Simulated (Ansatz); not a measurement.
# A computed series for ZrB2: response to strain

The reference is ZrB2 (space group P6/mmm, No. 191; a = 3.171 Å, c = 3.542 Å; relaxed with 0.1 eV smearing). Axes: x lies along a and z along c of the hexagonal cell.

Strains are applied to the cell and any free atomic positions relax.

Calculations: PBE, PAW, 420 eV (Ansatz, a quantum-chemistry and plane-wave program; spin-orbit coupling left out).

Notes on the quantities. energy relative to the base: free energy F.

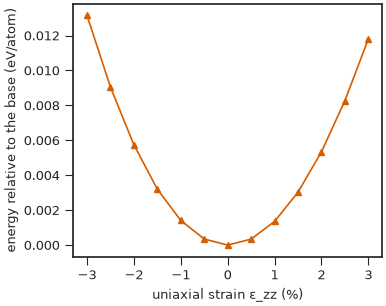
Figure: Energy relative to the base against uniaxial strain ε_zz

Task: From the plot, what is the energy relative to the base for uniaxial strain ε_zz = +1.00 %?

Result: About 0.001 eV/atom.

Task: Is the trend monotonic over the range shown?

Result: No, it turns within the range, spanning 0 meV/atom to +13 meV/atom.

Stability against distortions was not tested. The final runs are not spin-polarised.
